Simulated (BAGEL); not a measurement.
# GeH2 (SMILES [GeH2]): B3LYP/6-31G(d) (density fitting with qzvpp-jkfit, spherical functions)

What is the energy change on altering one bond length of GeH2 at B3LYP/6-31G* (density fitting with qzvpp-jkfit, spherical functions)? 

The results are computed with BAGEL 1.2.2.

4 further runs of the same task are left out: 1 that didn't finish, 3 set aside as unsound or not needed. Runs told in other sessions of the task aren't counted.

### Step 1. Starting point

GeH2 has 3 atoms, charge 0, and is taken as a singlet. As SMILES, `[GeH2]`. The coordinates come from a PBE0-D4/def2-TZVP relaxation.

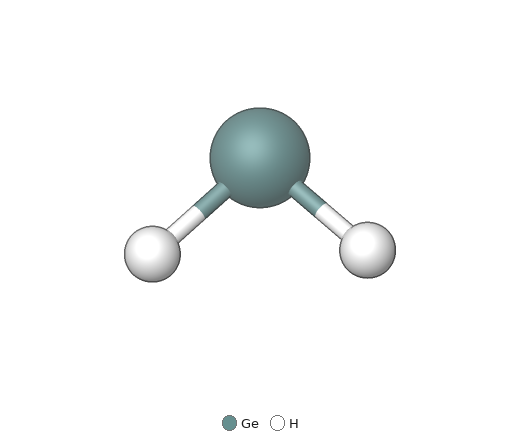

Viewed from a chosen angle; germanium teal, hydrogen white.

### Step 2. A single-point energy at B3LYP/6-31G(d) (density fitting with qzvpp-jkfit, spherical functions)

Input file input.json:

```json
{ "bagel" : [

{
  "title" : "molecule",
  "basis" : "6-31gs.json",
  "df_basis" : "qzvpp-jkfit",
  "angstrom" : "true",
  "geometry" : [
    { "atom" : "Ge", "xyz" : [      -0.570100,       0.405100,      -0.263700 ] },
    { "atom" : "H", "xyz" : [       0.783000,       0.743600,       0.509000 ] },
    { "atom" : "H", "xyz" : [      -0.212900,      -1.148700,      -0.245300 ] }
  ]
},

{
  "title" : "ks",
  "xc_func" : "b3lyp"
},

{
  "title" : "print",
  "file" : "orbitals.molden",
  "orbitals" : "true"
}

]}
```

The basis set 6-31G* is read from a file made from the Basis Set Exchange's data (not shown).

Command:

```sh
$ BAGEL_NUM_THREADS=1 BAGEL input.json > input.out
```

Output:

```text
* using 1 threads per process

  ===============================================================
  ===============================================================

  *** Geometry ***

  { "atom" : "Ge", "xyz" : [     -1.077333,      0.765528,     -0.498321 ] },
  { "atom" : "H", "xyz" : [      1.479656,      1.405200,      0.961871 ] },
  { "atom" : "H", "xyz" : [     -0.402323,     -2.170728,     -0.463550 ] },

  Number of auxiliary basis functions:      302

  Since a DF basis is specified, we compute 2- and 3-index integrals:
    o Being stored without compression. Storage requirement is 0.003 GB

  Number of basis functions:       36
  Number of electrons      :       34

    * METHOD: MOLECULE                             0.07

  *** Kohn-Sham DFT ***

    * Removing 2968 points whose weight is below 1.00e-10
    * Grid points: 41750

  === Nuclear Repulsion ===
    21.4737020281

       - DIIS with orbital gradients will be used.

  === KS iteration (b3lyp / 6-31gs.json) ===
      0      -2041.61880752          0.24523117           0.06
      1      -1980.71479634          0.72145993           0.07
      2      -2046.81226707          0.27360511           0.06
      3      -2072.10674297          0.39112614           0.05
      4      -2076.87565687          0.15261864           0.05
      5      -2077.90062396          0.01083278           0.06
      6      -2077.90689147          0.00385279           0.06
      7      -2077.90967192          0.00031639           0.05
      8      -2077.90967823          0.00002591           0.06
      9      -2077.90967831          0.00000266           0.06
     10      -2077.90967831          0.00000035           0.06
     11      -2077.90967831          0.00000016           0.05
     12      -2077.90967831          0.00000002           0.05
     13      -2077.90967831          0.00000001           0.05
    * SCF iteration converged.

    * Permanent dipole moment:
           (   -0.040023,     0.028543,    -0.018509) a.u.

    * METHOD: KS                                   0.86

    * METHOD: PRINT                                0.00

  ===============================================================
```

It took 1.1 s on 1 thread of Arm Neoverse V2, shared host.

### Step 3. The distorted shape, same level

Input file input.json:

```json
{ "bagel": [

{
  "title": "molecule",
  "basis": "6-31gs.json",
  "df_basis": "qzvpp-jkfit",
  "angstrom": true,
  "geometry": [
    { "atom": "Ge", "xyz": [      -0.623680,       0.638169,      -0.266460 ] },
    { "atom": "H", "xyz": [       0.729420,       0.976669,       0.506240 ] },
    { "atom": "H", "xyz": [      -0.212900,      -1.148700,      -0.245300 ] }
  ]
},

{ "title": "ks", "xc_func": "b3lyp" },

{ "title": "print", "file": "orbitals.molden", "orbitals": true }

]}
```

The basis set 6-31G* is read from a file made from the Basis Set Exchange's data (not shown).

Command:

```sh
$ BAGEL_NUM_THREADS=1 BAGEL input.json > input.out
```

Output:

```text
* using 1 threads per process

  ===============================================================
  ===============================================================

  *** Geometry ***

  { "atom" : "Ge", "xyz" : [     -1.178584,      1.205965,     -0.503536 ] },
  { "atom" : "H", "xyz" : [      1.378404,      1.845637,      0.956655 ] },
  { "atom" : "H", "xyz" : [     -0.402323,     -2.170728,     -0.463550 ] },

  Number of auxiliary basis functions:      302

  Since a DF basis is specified, we compute 2- and 3-index integrals:
    o Being stored without compression. Storage requirement is 0.003 GB

  Number of basis functions:       36
  Number of electrons      :       34

    * METHOD: MOLECULE                             0.06

  *** Kohn-Sham DFT ***

    * Removing 2800 points whose weight is below 1.00e-10
    * Grid points: 41918

  === Nuclear Repulsion ===
    20.0716311964

       - DIIS with orbital gradients will be used.

  === KS iteration (b3lyp / 6-31gs.json) ===
      0      -2041.59416237          0.24424007           0.06
      1      -1978.46949885          0.73476710           0.05
      2      -2046.71073384          0.27253310           0.05
      3      -2070.50396093          0.44106154           0.05
      4      -2076.49633134          0.17969073           0.06
      5      -2077.87021898          0.02359166           0.06
      6      -2077.89524269          0.00544649           0.06
      7      -2077.90068730          0.00091986           0.06
      8      -2077.90076085          0.00014440           0.05
      9      -2077.90076413          0.00002433           0.05
     10      -2077.90076423          0.00000325           0.05
     11      -2077.90076424          0.00000019           0.05
     12      -2077.90076424          0.00000004           0.05
     13      -2077.90076424          0.00000001           0.05
    * SCF iteration converged.

    * Permanent dipole moment:
           (    0.018688,    -0.245234,    -0.017567) a.u.

    * METHOD: KS                                   0.83

    * METHOD: PRINT                                0.00

  ===============================================================
```

Run time: 1 s. Hardware: 1 thread of Arm Neoverse V2, shared host.

### Step 4. Summary of results

Level: B3LYP/6-31G* (density fitting with qzvpp-jkfit, spherical functions).

| quantity | value |
| --- | --- |
| first shape: total energy | -2077.90968 Eh |
| first shape: dipole moment | 0.13 D |
| first shape: HOMO energy | -6.70 eV |
| first shape: LUMO energy | -3.27 eV |
| first shape: HOMO–LUMO gap | 3.42 eV |
| distorted shape: total energy | -2077.90076 Eh |
| distorted shape: dipole moment | 0.63 D |
| distorted shape: HOMO energy | -6.79 eV |
| distorted shape: LUMO energy | -3.36 eV |
| distorted shape: HOMO–LUMO gap | 3.43 eV |
| energy change with the Ge1–H3 bond stretched from 1.594 to 1.834 Å | 0.243 eV |

With the Ge1–H3 bond stretched from 1.594 to 1.834 Å the energy rises by 0.24 eV (23.4 kJ/mol). The first shape isn't relaxed at this level, so the change isn't measured from a minimum.
